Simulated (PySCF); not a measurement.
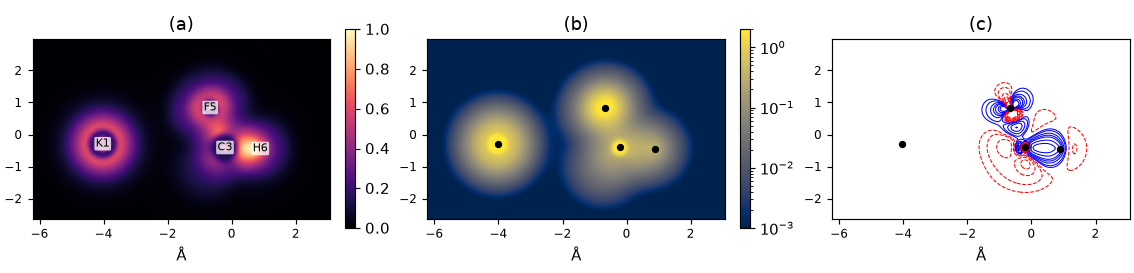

CHF3K, charge +1, SMILES `[K+].FC(F)F`. Three fields in the plane of K1, C3, F5 and H6. (c): solid blue lines positive, dashed red lines negative.

Level of theory: HF/def2-SVPD (PySCF), at a geometry from GFN2-xTB. The pair's geometry is semi-empirical, so its contact may be too short or too long. GFN2-xTB bond lengths at metals and heavier atoms can be off by up to 0.1 Å and shapes distorted, which carries into these values.

The panels show, in some order, the localised orbital locator (LOL), electron density and deformation density. Which is which?

Answer. (a) is the localised orbital locator (LOL): it runs from 0 to 1, peaks where electrons are localised, as in bonds, and fades smoothly outside. (b) is the electron density: it is positive everywhere and peaks at the nuclei. (c) is the deformation density: it has both signs, with gains where valence electrons gather and losses around them.
